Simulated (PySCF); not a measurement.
```xyz
2

In    0.0000    0.0000   -0.2556
O     0.0000    0.0000    1.8364
```

Core potentials replace the inner electrons of In.

Computed with PBE0/def2-TZVPPD, non-relativistic Hamiltonian with scalar-relativistic core potentials where named, at a bond length of 2.092 Å (PySCF).

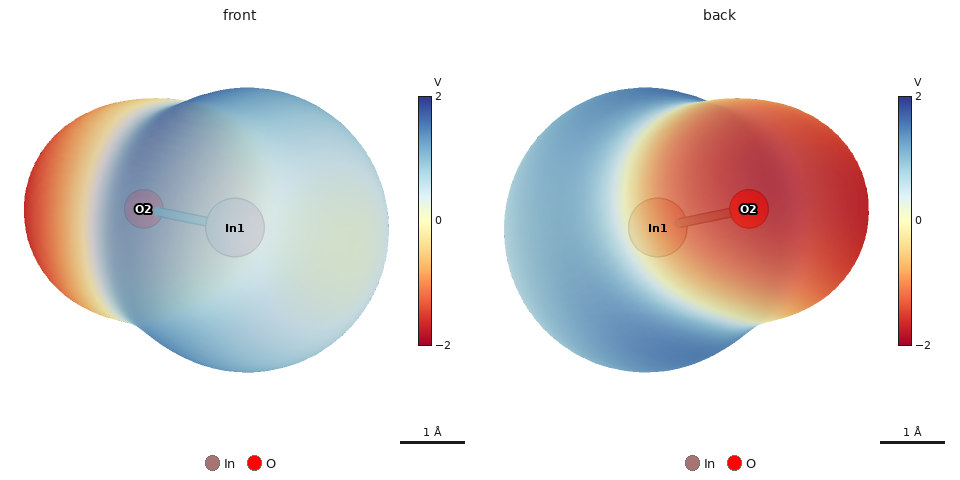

InO (doublet). The electrostatic potential painted on the density surface at 0.001 e/bohr³, seen from the front and from behind; red is negative and blue positive.

Which sites attract a positive test charge, and which a negative one?

A positive charge is drawn to the negative regions and a negative charge to the positive ones. The most negative region (about −1.8 V, or −42 kcal/mol for a unit charge) lies over O2, the most positive (about +1.6 V, or +37 kcal/mol for a unit charge) over In1. O2 is the likeliest acceptor of a hydrogen bond.
